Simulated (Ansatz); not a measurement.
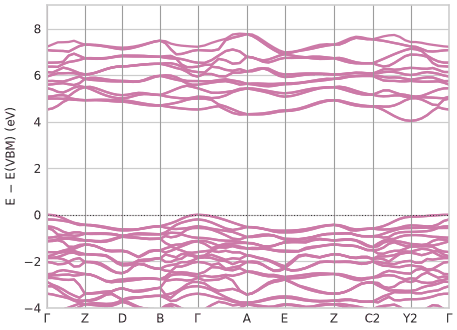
Band structure from plane-wave PAW PBE with spin–orbit coupling (Ansatz code)

**Question.** Read off the gap and where the band edges lie.

**Answer.** About 4.0 eV (4.04 eV by a search for the band edges); maximum at Γ, minimum at Y2.

The material is HfO$_{2}$ in space group P2_1/c (No. 14; Hf on 4e, O on 4e, O on 4e).

The cell was relaxed with PBE under the symmetry of its start. The run is not spin-polarised.

Potentials: the earlier of the program's two PAW sets.
